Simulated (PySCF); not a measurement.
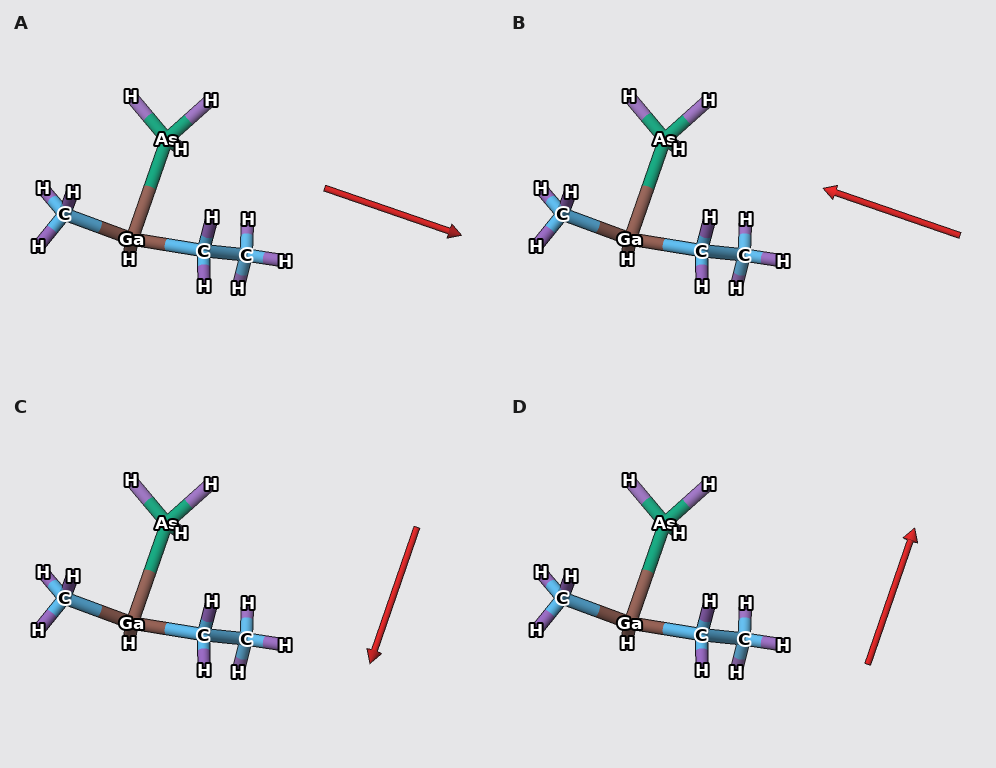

The same molecule four times, each with an arrow. The geometry was computed by an optimisation with GFN2-xTB. No frequency run is at hand to confirm it as a minimum. Method: CAM-B3LYP/def2-SVPD, gas phase (PySCF 2.14.0).

Which arrow points along the dipole moment, from the negative to the positive end?

Answer. D. The dipole moment is 1.86 D.

The geometry is semi-empirical. Around As, Ga such bond lengths and angles can be off by a tenth of an ångström or more and by several degrees, and values that hang on the shape move with them.
